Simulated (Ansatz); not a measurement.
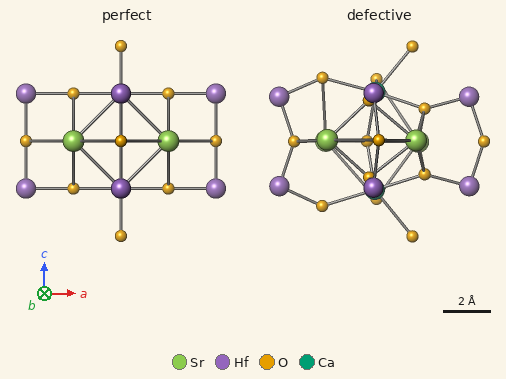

Left: perfect SrHfO₃. Right: the same region with a pair of point defects, after relaxing the atoms in a supercell of 40 sites. A ball-and-stick model of the atoms within 4.6 Å of one point, seen along the b axis.

Theory: Ansatz, DFT, PBEsol, PAW, plane waves. Settings: plane-wave cutoff 420 eV; k-point mesh 1 × 1 × 1; mesh shifted by (0.25, 0.25, 0.25); no spin polarisation. Fermi-Dirac smearing of 0.01 eV. The axes drawn are those of the host's conventional cell.

**What kind of defect was made?**

Two hafnium atoms are replaced by calcium, the two sites 4.1 Å apart.

The charge state of the cell is 0.

**How does the lattice respond?**

One site: in the host the Hf atom has 6 O at 2.05 Å; the Ca atom ends with 6 O at 2.19 to 2.59 Å. The other site: in the host the Hf atom has 6 O at 2.05 Å; the Ca atom ends with 6 O at 2.20 to 2.54 Å. Of the host's atoms, an oxygen atom moves furthest from its site, by 1.67 Å. The Ca atom itself moves 0.07 Å from where it was put. The Ca atom itself moves 0.11 Å from where it was put.

Limits of the set-up: the periodic images lie only 8.2 Å apart, so the values are limited by the cell's size.
